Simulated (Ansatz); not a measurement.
**[BH4]− (borohydride) at 6 levels**

Wanted: a comparison of 6 runs (HF/3-21G, B2PLYP/3-21G, PBE/3-21G, SVWN5/6-31G, UMP2/3-21G, CCSDT(Q)/6-31G) of [BH4]− (borohydride). 

The results are computed with Ansatz 0.2.0.

5 further runs of the same task are left out: 4 that didn't finish, 1 set aside as unsound or not needed.

## (1) The molecule

[BH4]−: 5 atoms, total charge -1, spin state singlet. As SMILES, `[BH4-]`. The H2–B1 distance was set to 2.456 Å, away from the relaxed value. At this shape a bond of the SMILES string is far longer than usual.

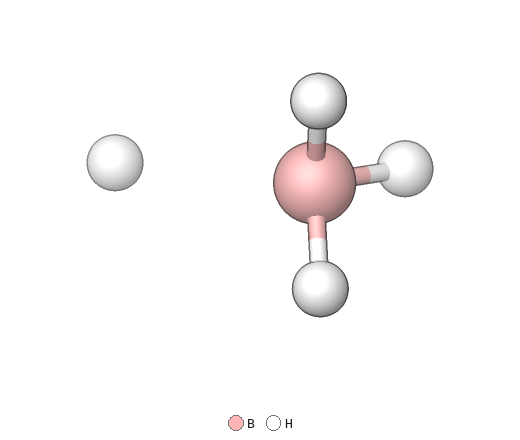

Viewed from a chosen angle; boron pink, hydrogen white.

## (2) The energy at HF/3-21G (run 1)

Contents of job.yaml:

```yaml
basis:
  gaussian: {orbitals: 3-21G.json}
crystal:
  periodic: [false, false, false]
  atoms:
    - {symbol: B, position_ang: [-0.683447, -0.996651, -0.217906]}
    - {symbol: H, position_ang: [0.683660, 0.997010, 0.217690]}
    - {symbol: H, position_ang: [0.042793, -1.985311, -0.284866]}
    - {symbol: H, position_ang: [-1.283957, -0.857121, -1.281156]}
    - {symbol: H, position_ang: [-1.493237, -1.145201, 0.695054]}
total_charge: -1
hamiltonian: {xc: hf}
accuracy: high
```

The basis set 3-21G is read from a file made from the Basis Set Exchange's data (not shown).

Started as:

```sh
ansatz run job.yaml --threads 1 --pin off --max-ram 2610MiB --events-out events.jsonl --progress --plain --runs-dir runs
```

The log of the run:

```text
Warning: RAYON_NUM_THREADS=1 ignored (pool sized by the plan → 1); use --threads N
Functional definition: HF
  name "HF"
  exchange = exact_x
  correlation = 0
337 factors; integrals over basis functions are off by at most 4.1e-9 eV
mean field evaluation 1: about -725.4134 eV, gradient 1.6e1 eV
mean field evaluation 2: about -725.4041 eV, gradient 1.5e1 eV
mean field evaluation 4: about -726.6708 eV, gradient 1.1e0 eV
mean field evaluation 8: about -726.6768 eV, gradient 3.1e-4 eV
mean field -726.67682807 eV, -26.7048808723 hartree, gradient 6.7e-9 eV, S^2 0.000000; 0 other end points of the search recorded, 0 dependent functions left out
reference -726.67682807 eV, -26.7048808723 hartree; 5, 5 occupied and 12, 12 virtual orbitals, 337 factors
Total energy: -726.67682807 eV, -26.7048808723 hartree
```

Run time: 0.1 s. Hardware: 1 thread of Intel Xeon Platinum 8259CL at 2.50GHz (Skylake/Cascade Lake), shared host.

## (3) A single-point energy at B2PLYP/3-21G (run 2)

Contents of molecule.yaml:

```yaml
crystal:
  periodic: [false, false, false]
  atoms:
    - {symbol: B, position_ang: [-0.683447, -0.996651, -0.217906]}
    - {symbol: H, position_ang: [0.683660, 0.997010, 0.217690]}
    - {symbol: H, position_ang: [0.042793, -1.985311, -0.284866]}
    - {symbol: H, position_ang: [-1.283957, -0.857121, -1.281156]}
    - {symbol: H, position_ang: [-1.493237, -1.145201, 0.695054]}
basis:
  gaussian:
    orbitals: 3-21G.json
correlation:
  frozen_orbitals: {B: 1, H: 0}
hamiltonian:
  xc: {name: B2PLYP}
accuracy: high
total_charge: -1
```

The basis set 3-21G is read from a file made from the Basis Set Exchange's data (not shown).

Started as:

```sh
ansatz run molecule.yaml --threads 1 --pin off --max-ram 2610MiB --events-out events.jsonl --progress --plain --runs-dir runs
```

The log of the run, shortened:

```text
Warning: RAYON_NUM_THREADS=1 ignored (pool sized by the plan → 1); use --threads N
Functional definition: B2PLYP
  name "B2PLYP"
[...]
337 factors; integrals over basis functions are off by at most 4.1e-9 eV
[...]
mean field -731.61839549 eV, -26.8864801254 hartree, gradient 8.2e-9 eV, S^2 0.000000; 0 other end points of the search recorded, 0 dependent functions left out; unrestricted orbitals would lower it
1 core orbitals not correlated: weight in the atoms' cores, before any rotation towards them, 1.000 or more for the frozen orbitals, at most 0.000 for the correlated occupied ones
reference -731.61841402 eV, -26.8864808066 hartree; 4, 4 occupied and 12, 12 virtual orbitals, 337 factors
second order -2.87698791 eV of doubles, -0.00000000 eV of singles
Total energy: -732.39520076 eV, -26.9150271926 hartree
```

It took 1.6 s on 1 thread of Intel Xeon Platinum 8259CL at 2.50GHz (Skylake/Cascade Lake), shared host; peak memory 0.1 GiB.

Runs 3 to 4 aren't shown in full; the table further down has their settings and results.

## (4) A single-point energy at UMP2/3-21G (run 5)

Contents of in.yaml:

```yaml
crystal:
  periodic: [false, false, false]
  atoms:
    - {symbol: B, position_ang: [-0.683447, -0.996651, -0.217906]}
    - {symbol: H, position_ang: [0.683660, 0.997010, 0.217690]}
    - {symbol: H, position_ang: [0.042793, -1.985311, -0.284866]}
    - {symbol: H, position_ang: [-1.283957, -0.857121, -1.281156]}
    - {symbol: H, position_ang: [-1.493237, -1.145201, 0.695054]}
basis:
  gaussian: {orbitals: 3-21G.json}
total_charge: -1
magnetization: {spin_polarized: true}
correlation: {method: mp2, frozen_orbitals: {B: 1, H: 0}}
accuracy: high
```

The basis set 3-21G is read from a file made from the Basis Set Exchange's data (not shown).

Started as:

```sh
ansatz run in.yaml --threads 1 --pin off --max-ram 2610MiB --events-out events.jsonl --progress --plain --runs-dir runs
```

The log of the run:

```text
Warning: RAYON_NUM_THREADS=1 ignored (pool sized by the plan → 1); use --threads N
Functional definition: HF
  name "HF"
  exchange = exact_x
  correlation = 0
337 factors; integrals over basis functions are off by at most 4.1e-9 eV
mean field evaluation 1: about -725.4134 eV, gradient 1.1e1 eV
mean field evaluation 2: about -725.4041 eV, gradient 1.1e1 eV
mean field evaluation 4: about -726.6708 eV, gradient 7.8e-1 eV
mean field evaluation 8: about -726.6768 eV, gradient 2.2e-4 eV
mean field evaluation 16: about -726.8050 eV, gradient 3.0e-1 eV
mean field -726.80911958 eV, -26.7097424958 hartree, gradient 2.5e-8 eV, S^2 0.413320; 3 other end points of the search recorded, 0 dependent functions left out
1 core orbitals not correlated: weight in the atoms' cores, before any rotation towards them, 1.000 or more for the frozen orbitals, at most 0.000 for the correlated occupied ones
reference -726.80911958 eV, -26.7097424958 hartree; 4, 4 occupied and 12, 12 virtual orbitals, 337 factors
second order -1.87056207 eV of doubles, -0.00000000 eV of singles
Total energy: -728.67968165 eV, -26.7784843838 hartree
```

Run time: 0.16 s. Hardware: 1 thread of Intel Xeon Platinum 8259CL at 2.50GHz (Skylake/Cascade Lake), shared host.

## (5) A single-point energy at CCSDT(Q)/6-31G (run 6)

molecule.yaml: that of step 3 with these lines changed.

```diff
@@ -10,8 +10,9 @@
   gaussian:
-    orbitals: 3-21G.json
+    orbitals: 6-31G
+total_charge: -1
 correlation:
+  method: ccsdt_q
   frozen_orbitals: {B: 1, H: 0}
-hamiltonian:
-  xc: {name: B2PLYP}
 accuracy: high
-total_charge: -1
+scf:
+  omitted_lower_state_checks: [cluster_reference, increment]
```

Started as:

```sh
ansatz run molecule.yaml --threads 1 --pin off --max-ram 2610MiB --events-out events.jsonl --progress --plain --runs-dir runs
```

The log of the run, shortened:

```text
Warning: RAYON_NUM_THREADS=1 ignored (pool sized by the plan → 1); use --threads N
Functional definition: HF
  name "HF"
[...]
410 factors; integrals over basis functions are off by at most 3.0e-9 eV
[...]
mean field -730.63730379 eV, -26.8504256705 hartree, gradient 9.1e-9 eV, S^2 0.000000; 0 other end points of the search recorded, 0 dependent functions left out; unrestricted orbitals would lower it
1 core orbitals not correlated: weight in the atoms' cores, before any rotation towards them, 1.000 or more for the frozen orbitals, at most 0.000 for the correlated occupied ones
reference -730.63730379 eV, -26.8504256705 hartree; 4, 4 occupied and 12, 12 virtual orbitals, 410 factors
second order -2.10082193 eV of doubles, -0.00000000 eV of singles
cycle   1  -2.54127980 eV  change   -4.4e-1 eV  update   8.8e-2
[...]
cycle  22  -2.99770889 eV  change  -6.8e-10 eV  update  3.9e-10
perturbative correction 0.00340763 eV, 0.0001252279 hartree
Total energy: -733.63160505 eV, -26.9604642121 hartree
Checks for a lower state left out: cluster_reference, increment
```

Wall time 0.48 s (1 thread of Intel Xeon Platinum 8259CL at 2.50GHz (Skylake/Cascade Lake), shared host); peak memory 0.094 GiB.

## (6) All runs side by side

```
run           level  frozen core orbitals  energy (Eh)  wall time
  1        HF/3-21G                     –   -26.704881      0.1 s
  2    B2PLYP/3-21G                     1   -26.915027      1.6 s
  3       PBE/3-21G                     –   -26.927267     0.66 s
  4     SVWN5/6-31G                     –   -26.786983     0.48 s
  5      UMP2/3-21G                     1   -26.778484     0.16 s
  6  CCSDT(Q)/6-31G                     1   -26.960464     0.48 s
```

## (7) Summary of results

| quantity | value |
| --- | --- |
| run 6: total energy | -26.96046 Eh |
| run 6: correlation energy (1 core orbital frozen) | -110.0 mEh |
| run 6: T1 diagnostic | 0.041 |

Totals of different functionals can't be ranked against each other. In runs 2, 6 the log says that unrestricted orbitals would lower the reference, so the values rest on an unstable closed-shell determinant (other closed-shell runs at this shape may share the fault). Spin contamination of the reference: run 5 ⟨S²⟩ = 0.41. All runs together took 3.4 s, the longest 1.6 s.
